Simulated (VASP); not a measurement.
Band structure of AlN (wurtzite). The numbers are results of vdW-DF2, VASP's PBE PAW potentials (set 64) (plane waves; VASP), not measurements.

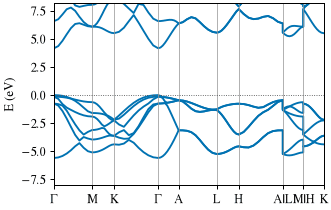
Figure: Bands along high-symmetry lines, zero at the valence-band maximum or, without a gap, the Fermi level

Question: Read the plot: is there a gap, and where are the band edges?

Answer: The gap is direct, 4.17 eV, from the valence maximum at Γ to the conduction minimum at Γ. (Edges off the drawn lines would not show.)

Measured: gap 6.51 eV (computed value off by -2.34 eV), as given by Martin Feneberg et al., Physical Review B (2010), doi:10.1103/physrevb.82.075208 [zero-point renormalisation of 0.417 eV (from the measured temperature dependence, row gaps:miglio2020:AlN_wz:gap_zpr, arXiv:2011.12765) added back].

The compound is AlN in the wurtzite structure. It was relaxed first.
